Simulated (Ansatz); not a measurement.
# Geometry relaxation, with input and output: Si$_{2}$H$_{8}$O

- system: Si$_{2}$H$_{8}$O, SMILES O.[SiH3][SiH3]
- method: RKS PBE-D4/def2-SVP (Ansatz 0.2.0)

Figures and captions count atoms from 1; the log counts them from 0 in places.

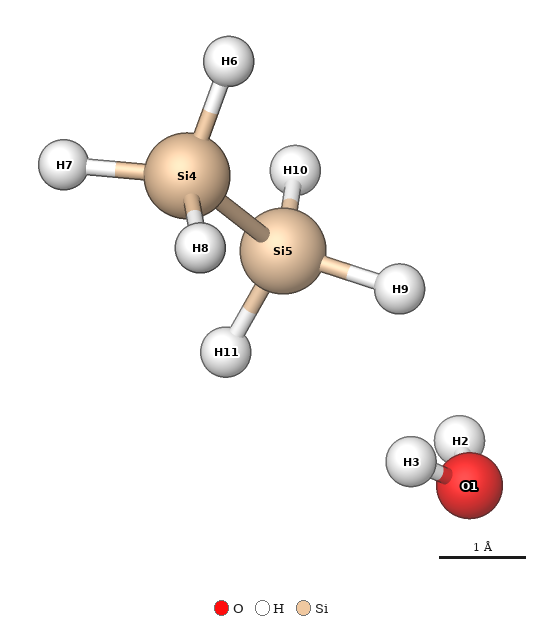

**Figure 1.** The input geometry (ball-and-stick view, seen at a tilt; atoms are numbered from 1 in the order of the input). Bond lengths as drawn: H–O 0.96 Å, H–Si 1.46 to 1.47 Å and Si–Si 2.31 Å.

**Results in brief**

- outcome: converged
- total energy: −17914.6874 eV
- mean-field energy: −17914.5193 eV
- dispersion energy: −0.1681 eV
- SCF solution under orbital rotations: stable
- largest force (length of the vector) at the end: 0.011 eV/Å
- dipole moment: 1.81 D
- hardware: 4 threads of Arm Neoverse V2, 23 GiB of memory available, shared host
- wall time: 10 s (CPU time 34 s)
- peak memory: 0.12 GiB

**Input file**
```yaml
crystal:
  periodic: [false, false, false]
  atoms:
    - {symbol: O, position_ang: [-0.531900, 0.429600, -3.670900]}
    - {symbol: H, position_ang: [-1.031300, -0.388300, -3.724400]}
    - {symbol: H, position_ang: [-0.045400, 0.399000, -2.842500]}
    - {symbol: Si, position_ang: [0.590400, 0.157400, 2.354500]}
    - {symbol: Si, position_ang: [-0.188100, -0.267100, 0.226200]}
    - {symbol: H, position_ang: [-0.499000, 0.321600, 3.319900]}
    - {symbol: H, position_ang: [1.441300, -0.922800, 2.860900]}
    - {symbol: H, position_ang: [1.387900, 1.386100, 2.404700]}
    - {symbol: H, position_ang: [-0.755200, 0.919700, -0.420600]}
    - {symbol: H, position_ang: [-1.234600, -1.293400, 0.174200]}
    - {symbol: H, position_ang: [0.865800, -0.741800, -0.681900]}
basis:
  gaussian: {orbitals: def2-SVP}
hamiltonian: {xc: pbe, dispersion: d4}
relax: {f_tol: 0.03, max_steps: 250}
```

Launched with:
```bash
ansatz run in.yaml --threads 4 --pin off --events-out ev --progress --plain --max-ram 9574MiB
```

**Output**
```
Functional definition: PBE
  name "PBE"
  cite "Perdew, Burke & Ernzerhof, Phys. Rev. Lett. 77, 3865 (1996) doi:10.1103/PhysRevLett.77.3865"
  parent pbe
  parameter kappa = 0.804
  parameter beta = 0.06672455060314922
  exchange = pbe_x(kappa = kappa, mu = beta*pi^2/3)
  correlation = pbe_c(beta = beta)
999 factors; their error is unknown
mean field evaluation 1: about -17908.8094 eV, gradient 5.4e1 eV
mean field evaluation 2: about -17844.4626 eV, gradient 1.5e2 eV
mean field evaluation 4: about -17914.1178 eV, gradient 7.5e0 eV
mean field evaluation 8: about -17914.3137 eV, gradient 3.4e-1 eV
mean field evaluation 16: about -17914.2422 eV, gradient 4.3e-5 eV
mean field -17914.24220375 eV, -658.3362582784 hartree, gradient 4.3e-5 eV, S^2 0.000000; 0 other end points of the search recorded, 0 dependent functions left out
the calculation of the forces begins
reference -17914.24224259 eV, -658.3362597055 hartree; 22, 22 occupied and 68, 68 virtual orbitals, 999 factors
relax step   1: F+E_penalty+E_count = -17914.39537544 eV  Δ(F+E_penalty+E_count) = +0.000e0 eV  max|allowed force component| = 8.862e-1 eV/Å  Δτ_max = 0.0000 Å  (25 SCF iters, accepted)
these checks for a lower state are left out or cut short: starts, cluster_reference, orbital_swaps, neighbouring_geometries, increment
999 factors; their error is unknown
mean field -17914.37668982 eV, -658.3412005504 hartree, gradient 8.0e-6 eV, S^2 0.000000; 0 other end points of the search recorded, 0 dependent functions left out
[... from here on the field's lines of each further geometry are left out, up to the last ...]
relax step   2: F+E_penalty+E_count = -17914.53318177 eV  Δ(F+E_penalty+E_count) = -1.378e-1 eV  max|allowed force component| = 1.070e0 eV/Å  Δτ_max = 0.1970 Å  (30 SCF iters, accepted)
relax step   3: F+E_penalty+E_count = -17914.50717963 eV  Δ(F+E_penalty+E_count) = +2.600e-2 eV  max|allowed force component| = 1.917e0 eV/Å  Δτ_max = 0.1952 Å  (31 SCF iters, rejected (line search))
relax step   4: F+E_penalty+E_count = -17914.56078845 eV  Δ(F+E_penalty+E_count) = -2.761e-2 eV  max|allowed force component| = 8.740e-1 eV/Å  Δτ_max = 0.0975 Å  (26 SCF iters, accepted)
relax step   5: F+E_penalty+E_count = -17914.59558419 eV  Δ(F+E_penalty+E_count) = -3.480e-2 eV  max|allowed force component| = 5.029e-1 eV/Å  Δτ_max = 0.1000 Å  (26 SCF iters, accepted)
relax step   6: F+E_penalty+E_count = -17914.61954247 eV  Δ(F+E_penalty+E_count) = -2.396e-2 eV  max|allowed force component| = 4.807e-1 eV/Å  Δτ_max = 0.1429 Å  (26 SCF iters, accepted)
relax step   7: F+E_penalty+E_count = -17914.59582442 eV  Δ(F+E_penalty+E_count) = +2.372e-2 eV  max|allowed force component| = 1.812e0 eV/Å  Δτ_max = 0.1960 Å  (31 SCF iters, rejected (line search))
relax step   8: F+E_penalty+E_count = -17914.63096755 eV  Δ(F+E_penalty+E_count) = -1.143e-2 eV  max|allowed force component| = 5.218e-1 eV/Å  Δτ_max = 0.0822 Å  (26 SCF iters, accepted)
relax step   9: F+E_penalty+E_count = -17914.64558932 eV  Δ(F+E_penalty+E_count) = -1.462e-2 eV  max|allowed force component| = 3.420e-1 eV/Å  Δτ_max = 0.1000 Å  (26 SCF iters, accepted)
relax step  10: F+E_penalty+E_count = -17914.65942720 eV  Δ(F+E_penalty+E_count) = -1.384e-2 eV  max|allowed force component| = 3.395e-1 eV/Å  Δτ_max = 0.1469 Å  (25 SCF iters, accepted)
relax step  11: F+E_penalty+E_count = -17914.66274663 eV  Δ(F+E_penalty+E_count) = -3.319e-3 eV  max|allowed force component| = 9.351e-1 eV/Å  Δτ_max = 0.1550 Å  (26 SCF iters, accepted)
relax step  12: F+E_penalty+E_count = -17914.68161197 eV  Δ(F+E_penalty+E_count) = -1.887e-2 eV  max|allowed force component| = 8.228e-2 eV/Å  Δτ_max = 0.1999 Å  (26 SCF iters, accepted)
relax step  13: F+E_penalty+E_count = -17914.68450166 eV  Δ(F+E_penalty+E_count) = -2.890e-3 eV  max|allowed force component| = 1.252e-1 eV/Å  Δτ_max = 0.1226 Å  (27 SCF iters, accepted)
the calculation of the forces begins
reference -17914.51927550 eV, -658.3464404772 hartree; 22, 22 occupied and 68, 68 virtual orbitals, 999 factors
relax step  14: F+E_penalty+E_count = -17914.68738170 eV  Δ(F+E_penalty+E_count) = -2.880e-3 eV  max|allowed force component| = 1.008e-2 eV/Å  Δτ_max = 0.0372 Å  (26 SCF iters, accepted)
999 factors; their error is unknown
mean field evaluation 128: about -17914.5192 eV, gradient 3.2e-5 eV
```

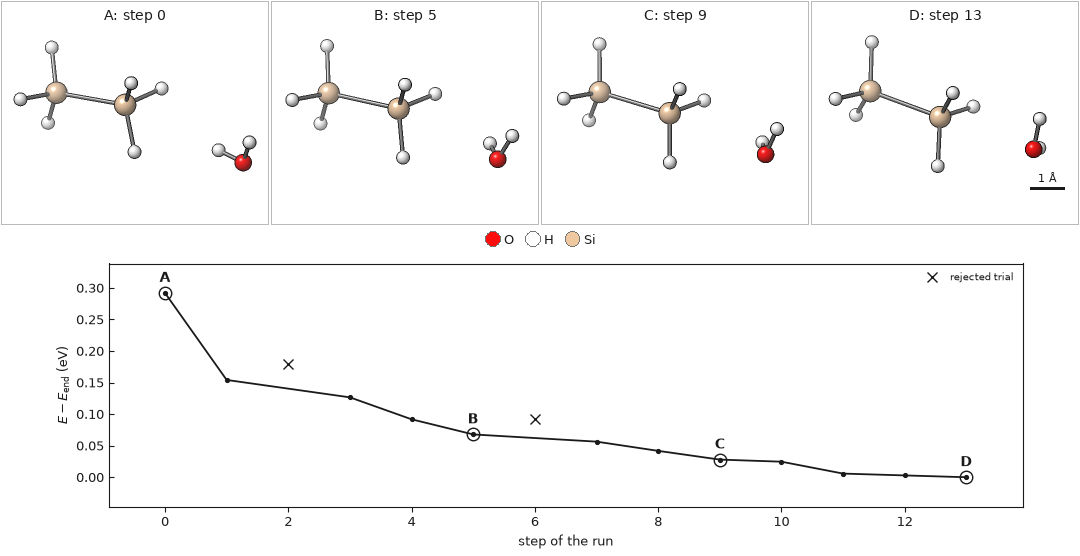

**Figure 2.** Frames of the relaxation (ball-and-stick view, seen at a tilt) above the curves, on which the letters mark them (the first geometry is step 0 here and step 1 in the log).

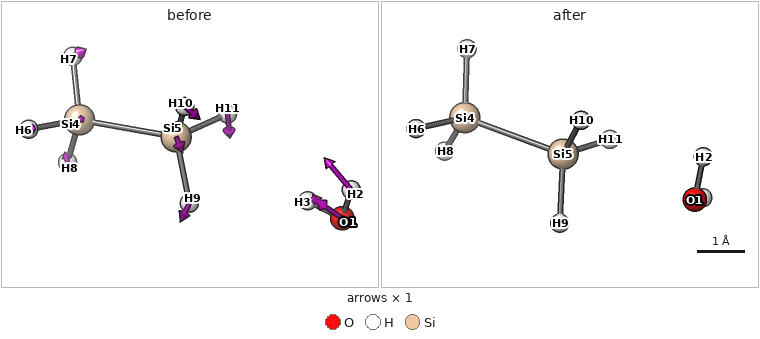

**Figure 3.** Before (left) and after (right) the relaxation, at one scale (ball-and-stick view, seen at a tilt). The pink arrows give the displacements, at true length. The atom that moves furthest after the best rigid fit is H2 (0.93 Å). By element the largest moves are H 0.93 Å, O 0.81 Å, Si 0.42 Å. Distances before and after: Si4–Si5 2.306 → 2.358 Å, Si4–H6 1.465 → 1.507 Å, Si4–H7 1.465 → 1.507 Å, Si5–H10 1.467 → 1.504 Å. Among the angles that change: H9–Si5–H10 106.0° → 111.1°, Si4–Si5–H10 113.7° → 108.8°, H9–Si5–H11 105.4° → 110.3°. Over 13 geometry steps the energy falls by 0.292 eV. Largest force component: 0.89 eV/Å at the start, 0.01 eV/Å at the end. The line search rejected the trial steps at points 2, 6 (counted from 0) and went back. (Atoms are counted from 1 in the order of the input.)

```
mean field -17914.51923741 eV, -658.3464390776 hartree, gradient 9.1e-6 eV, S^2 0.000000; 1 other end points of the search recorded, 0 dependent functions left out
the calculation of the forces begins
reference -17914.51927550 eV, -658.3464404772 hartree; 22, 22 occupied and 68, 68 virtual orbitals, 999 factors
Total energy: -17914.68741979 eV, -658.3526196659 hartree
Atom 0 at    -0.860511     0.062931    -3.014574 Å, force     0.000309     0.000017     0.000924 eV/Å
Atom 1 at    -0.855004    -0.910967    -2.957467 Å, force     0.003565    -0.001428     0.000501 eV/Å
Atom 2 at     0.085692     0.267023    -3.136715 Å, force    -0.005693    -0.000402    -0.000907 eV/Å
Atom 3 at     0.528024     0.074638     2.252735 Å, force     0.000097    -0.001713     0.000091 eV/Å
Atom 4 at    -0.141704     0.077236    -0.008570 Å, force    -0.001206     0.004793    -0.010076 eV/Å
Atom 5 at    -0.662023     0.235435     3.163104 Å, force     0.000027     0.000810    -0.003748 eV/Å
Atom 6 at     1.219352    -1.217469     2.604973 Å, force     0.000613     0.000138     0.000714 eV/Å
Atom 7 at     1.482762     1.209508     2.521023 Å, force     0.002770    -0.003789     0.001734 eV/Å
Atom 8 at    -0.773288     1.397884    -0.337171 Å, force    -0.005303    -0.005725    -0.000072 eV/Å
Atom 9 at    -1.107578    -1.054439    -0.229807 Å, force    -0.002368     0.006434     0.002946 eV/Å
Atom 10 at     1.084179    -0.141780    -0.857431 Å, force     0.007191     0.000866     0.007892 eV/Å
Dipole moment:     0.223106    -0.223206    -0.207776 e Å
```

**Trajectory as extended XYZ (Å, eV, eV/Å), 10 of the 14 frames kept, from step=1 to step=14**
```
11
Properties=species:S:1:pos:R:3:forces:R:3 step=1 energy=-17914.39538
O    -0.5319    0.4296   -3.6709    0.0253   0.8862  -0.6756
H    -1.0313   -0.3883   -3.7244   -0.2241  -0.6295   0.2230
H    -0.0454    0.3990   -2.8425    0.2167  -0.2694   0.5406
Si    0.5904    0.1574    2.3545    0.0177   0.0019   0.0064
Si   -0.1881   -0.2671    0.2262   -0.0113  -0.0277  -0.0984
H    -0.4990    0.3216    3.3199   -0.6750   0.0728   0.3939
H     1.4413   -0.9228    2.8609    0.4176  -0.6369   0.1371
H     1.3879    1.3861    2.4047    0.4003   0.6433  -0.1139
H    -0.7552    0.9197   -0.4206   -0.2859   0.7107  -0.2189
H    -1.2346   -1.2934    0.1742   -0.5191  -0.5380   0.1385
H     0.8658   -0.7418   -0.6819    0.6379  -0.2133  -0.3327
11
Properties=species:S:1:pos:R:3:forces:R:3 step=2 energy=-17914.53318
O    -0.6306    0.4904   -3.5116    0.8213  -0.6571   1.0697
H    -0.9887   -0.4209   -3.6262    0.1819   0.4191   0.0685
H     0.0768    0.3373   -2.8079   -0.9761   0.2083  -1.0511
Si    0.5878    0.1610    2.3331   -0.0423  -0.0313  -0.1390
Si   -0.2033   -0.2610    0.1651   -0.0219   0.0773   0.0706
H    -0.5667    0.3235    3.2691   -0.1209   0.0313   0.1199
H     1.4407   -0.9757    2.7981    0.0937  -0.1255   0.0736
H     1.3994    1.4163    2.3290    0.1111   0.1414   0.0289
H    -0.7775    0.9833   -0.4354   -0.0597   0.1035  -0.0715
H    -1.2612   -1.3192    0.1906   -0.0904  -0.1194  -0.0449
H     0.9232   -0.7350   -0.7036    0.1032  -0.0476  -0.1247
11
Properties=species:S:1:pos:R:3:forces:R:3 step=4 energy=-17914.56079
O    -0.6737    0.4924   -3.4242    0.7974  -0.8329   0.7555
H    -0.9557   -0.4339   -3.6203    0.1046   0.5192   0.0768
H     0.1090    0.3178   -2.8211   -0.8740   0.2774  -0.7470
Si    0.5869    0.1599    2.3242   -0.0162  -0.0124  -0.0469
Si   -0.2113   -0.2507    0.1494   -0.0264   0.0434  -0.0089
H    -0.5672    0.3287    3.2707   -0.0391   0.0155   0.0338
H     1.4396   -0.9819    2.7997    0.0214  -0.0450   0.0153
H     1.4100    1.4164    2.3333    0.0404   0.0408   0.0083
H    -0.7892    0.9975   -0.4499   -0.0204   0.0335  -0.0090
H    -1.2666   -1.3201    0.1647   -0.0228  -0.0370  -0.0279
H     0.9183   -0.7261   -0.7263    0.0351  -0.0025  -0.0500
11
Properties=species:S:1:pos:R:3:forces:R:3 step=5 energy=-17914.59558
O    -0.6662    0.4568   -3.3310    0.4656  -0.4419   0.4082
H    -0.9523   -0.4593   -3.5366    0.0614   0.2555   0.0504
H     0.1552    0.2888   -2.8044   -0.5029   0.1432  -0.3908
Si    0.5831    0.1515    2.2984   -0.0234   0.0007  -0.0166
Si   -0.2259   -0.2204    0.1201   -0.0075   0.0271  -0.0029
H    -0.5684    0.3129    3.2518   -0.0204   0.0142   0.0262
H     1.4366   -0.9957    2.7640    0.0068  -0.0337  -0.0022
H     1.4099    1.4074    2.3218    0.0263   0.0218   0.0083
H    -0.8166    1.0375   -0.4459   -0.0001   0.0143   0.0037
H    -1.2691   -1.3029    0.1178   -0.0155  -0.0209  -0.0312
H     0.9137   -0.6765   -0.7558    0.0095   0.0199  -0.0532
11
Properties=species:S:1:pos:R:3:forces:R:3 step=7 energy=-17914.59582 accepted=F
O    -0.7201    0.3200   -3.0260    1.8115  -0.1733   0.1866
H    -0.9080   -0.5597   -3.4006   -0.1519  -0.1178  -0.0389
H     0.2867    0.2422   -2.8996   -1.6904   0.2522  -0.1675
Si    0.5781    0.1141    2.2489   -0.1232   0.1018   0.0315
Si   -0.2633   -0.1191    0.0595    0.1364  -0.1306  -0.0812
H    -0.5670    0.2767    3.2128    0.0005   0.0067   0.0513
H     1.4162   -1.0500    2.7073   -0.0084  -0.0294  -0.0671
H     1.4191    1.3625    2.3132    0.0357  -0.0061   0.0210
H    -0.8824    1.1663   -0.4077    0.0556  -0.0162   0.0815
H    -1.2710   -1.2364    0.0003   -0.0057   0.0342  -0.0202
H     0.9116   -0.5166   -0.8079   -0.0600   0.0785   0.0030
11
Properties=species:S:1:pos:R:3:forces:R:3 step=8 energy=-17914.63097
O    -0.6990    0.3645   -3.1288    0.5218  -0.0258   0.2314
H    -0.9250   -0.5306   -3.4365   -0.0528  -0.1231  -0.0332
H     0.2234    0.2349   -2.8024   -0.4720   0.1061  -0.1952
Si    0.5648    0.1381    2.2666    0.0570  -0.0403  -0.0090
Si   -0.2320   -0.1615    0.0710   -0.0579   0.0725  -0.0672
H    -0.5711    0.2982    3.2413   -0.0216  -0.0035  -0.0154
H     1.4070   -1.0337    2.6967   -0.0056  -0.0094   0.0191
H     1.4153    1.3799    2.3236    0.0103  -0.0006   0.0029
H    -0.8364    1.1248   -0.4117    0.0037  -0.0126   0.0265
H    -1.2595   -1.2599    0.0148    0.0078   0.0095  -0.0166
H     0.9124   -0.5546   -0.8345    0.0093   0.0272   0.0567
11
Properties=species:S:1:pos:R:3:forces:R:3 step=10 energy=-17914.65943
O    -0.7332    0.2511   -3.1017    0.0799  -0.3096   0.0249
H    -0.9755   -0.6895   -3.2545    0.1814   0.3395   0.0873
H     0.2216    0.1993   -2.8825   -0.2663  -0.0631  -0.1013
Si    0.5507    0.1068    2.2623    0.0123  -0.0040  -0.0493
Si   -0.2070   -0.0542    0.0313    0.0093   0.0188   0.0052
H    -0.6023    0.2517    3.2203   -0.0054   0.0003  -0.0072
H     1.3534   -1.1058    2.6575   -0.0124   0.0014  -0.0006
H     1.4324    1.3237    2.3921   -0.0070  -0.0264   0.0134
H    -0.8259    1.2542   -0.3676    0.0149  -0.0273   0.0078
H    -1.2032   -1.1750   -0.1163    0.0259   0.0392  -0.0123
H     0.9889   -0.3622   -0.8407   -0.0324   0.0312   0.0321
11
Properties=species:S:1:pos:R:3:forces:R:3 step=11 energy=-17914.66275
O    -0.7839    0.1552   -3.0389    0.7263  -0.3025   0.0074
H    -0.9607   -0.8073   -3.1548    0.1966   0.4343   0.0815
H     0.2089    0.1939   -2.9704   -0.9351  -0.1388  -0.0898
Si    0.5472    0.0847    2.2603   -0.0193   0.0469  -0.0360
Si   -0.1917    0.0242    0.0157    0.0419  -0.0665  -0.1038
H    -0.6220    0.2225    3.2004    0.0073  -0.0013   0.0114
H     1.3165   -1.1576    2.6339   -0.0240   0.0128  -0.0279
H     1.4527    1.2782    2.4533   -0.0273  -0.0517   0.0023
H    -0.8157    1.3402   -0.3502    0.0199  -0.0150   0.0463
H    -1.1737   -1.1003   -0.2005    0.0464   0.0538   0.0539
H     1.0223   -0.2338   -0.8487   -0.0327   0.0281   0.0548
11
Properties=species:S:1:pos:R:3:forces:R:3 step=13 energy=-17914.68450
O    -0.8512    0.0818   -2.9853    0.0873  -0.1059  -0.0315
H    -0.8842   -0.8957   -2.9747    0.0057   0.1169   0.0037
H     0.1032    0.2531   -3.1100   -0.0985  -0.0135   0.0054
Si    0.5175    0.0783    2.2489    0.0979  -0.0139   0.0229
Si   -0.1316    0.0668   -0.0153   -0.1252   0.0307  -0.0092
H    -0.6622    0.2253    3.1748   -0.0192   0.0028  -0.0371
H     1.2309   -1.2028    2.5983   -0.0022  -0.0018   0.0140
H     1.4629    1.2239    2.5083   -0.0033  -0.0058   0.0112
H    -0.7638    1.3868   -0.3442    0.0064   0.0085  -0.0070
H    -1.1080   -1.0561   -0.2312    0.0006  -0.0160   0.0003
H     1.0865   -0.1613   -0.8694    0.0504  -0.0019   0.0273
11
Properties=species:S:1:pos:R:3:forces:R:3 step=14 energy=-17914.68738
O    -0.8605    0.0629   -3.0146    0.0003   0.0000   0.0009
H    -0.8550   -0.9110   -2.9575    0.0036  -0.0014   0.0005
H     0.0857    0.2670   -3.1367   -0.0057  -0.0004  -0.0009
Si    0.5280    0.0746    2.2527    0.0001  -0.0017   0.0001
Si   -0.1417    0.0772   -0.0086   -0.0012   0.0048  -0.0101
H    -0.6620    0.2354    3.1631    0.0000   0.0008  -0.0037
H     1.2194   -1.2175    2.6050    0.0006   0.0001   0.0007
H     1.4828    1.2095    2.5210    0.0028  -0.0038   0.0017
H    -0.7733    1.3979   -0.3372   -0.0053  -0.0057  -0.0001
H    -1.1076   -1.0544   -0.2298   -0.0024   0.0064   0.0029
H     1.0842   -0.1418   -0.8574    0.0072   0.0009   0.0079
```
